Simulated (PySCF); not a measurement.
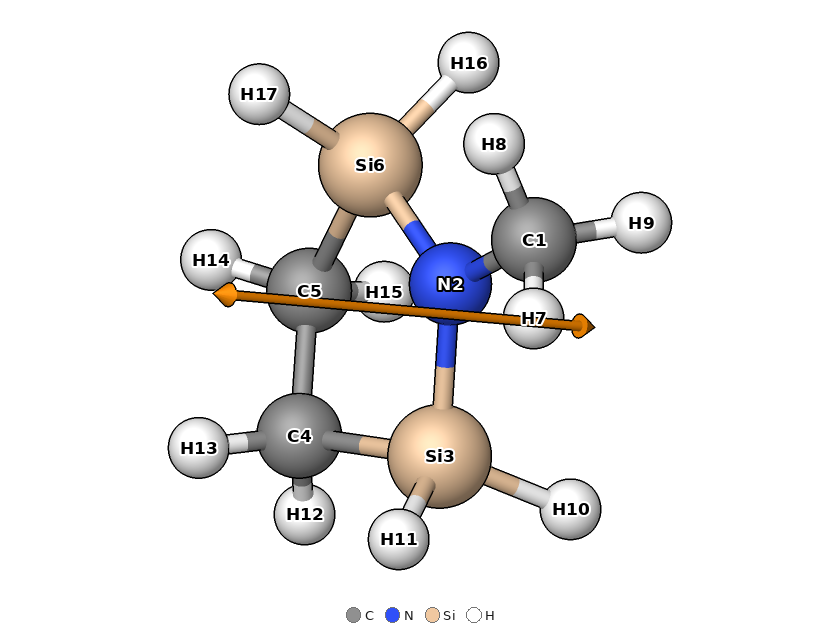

The double arrow shows the direction of the transition dipole to excited singlet state 4 (its length means nothing). Computed geometry: GFN2-xTB optimisation. No frequency run is at hand to confirm it as a minimum. Level of theory: TDDFT PBE0/def2-SVPD, vertical, gas phase, core orbitals frozen in the response (PySCF 2.14.0).

Where does the transition lie, and how strong is it?

Answer. 6.73 eV (184 nm), oscillator strength 0.035, mainly HOMO → LUMO+3 (weight 0.97); transition dipole 1.16 D.

The geometry is semi-empirical. Around Si such bond lengths and angles can be off by a tenth of an ångström or more and by several degrees, and values that hang on the shape move with them.
